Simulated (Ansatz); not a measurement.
The calculation's input:

```
crystal:
  lattice:
    - [4.6087286832, 0.0, 0.0]
    - [0.0, 4.6087286832, 0.0]
    - [0.0, 0.0, 8.0008714099]
  atoms:
    - { symbol: Zr, position: [0.5, 0.0, 0.243234274] }
    - { symbol: Zr, position: [0.0, 0.5, 0.756765726] }
    - { symbol: Sn, position: [0.5, 0.0, 0.608486338] }
    - { symbol: Sn, position: [0.0, 0.5, 0.391513662] }
    - { symbol: I, position: [0.0, 0.0, 0.0] }
    - { symbol: I, position: [0.5, 0.5, 0.0] }
basis:
  ecutwfc: 420
kpoints:
  mp_grid: { grid: [8, 8, 6] }
hamiltonian:
  xc: pbe
scf:
  occupations: { method: gaussian, width: 0.1 }
output:
  forces: true
  stress: true
  eigenvalues: true
  write_density: true
  write_potential: true
  elf: true
  volumetric_format: npy
relax:
  adjacent_minimum: "off"
  f_tol: 0.01
  max_steps: 80
  cell: { stress_tol: 0.05 }
```

Launched as:

```sh
ansatz run input.yaml --threads 1 --pin off --max-ram 2560MiB --backend cpu --events-out ev --progress --plain --runs-dir out
```

Below, planes, directions and counts refer to the conventional cell (a = 4.58 Å, b = 4.58 Å, c = 8.00 Å, α = 90.00°, β = 90.00°, γ = 90.00°).

The fields are those of the run's last geometry, not of the input's.

Space group P4/nmm; started from the LaSF_129 prototype, which need not be the ambient phase.

Level of theory: DFT PBE, scalar-relativistic, plane waves, PAW (Ansatz).

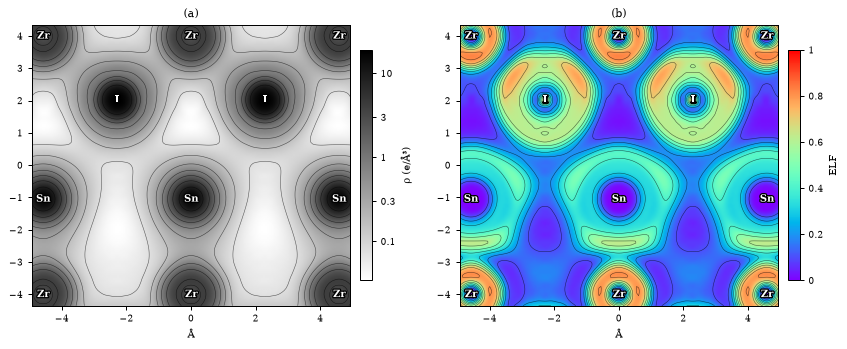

ZrSnI. (a) valence pseudo-density; (b) electron localisation function on the (010) plane of the conventional cell.

The density is the valence pseudo-density of a PAW calculation; it isn't the true density close to the nuclei.

Q: What do the fields say about this system?

A:
- The section cuts through Zr, Sn and I sites.
- Zr–Sn (2.95 Å): ρ is about 0.3 e/Å³ halfway; the ELF peaks at about 0.65 in the valence shell of Sn, 1.4 Å from its nucleus, and is about 0.60 at the midpoint.
- Zr–I (3.03 Å): the density is about 0.27 e/Å³ at the midpoint, with its minimum of 0.24 e/Å³ about 1.4 Å from Zr; the ELF peaks at about 0.80 in the valence shell of I, 1.2 Å from its nucleus, and is about 0.50 at the midpoint.
- Between the atoms the lowest density in this plane is 0.03 e/Å³.
- The features right at Zr lie inside the PAW spheres, where the map follows smoothed inner orbitals and isn't to be read closely.
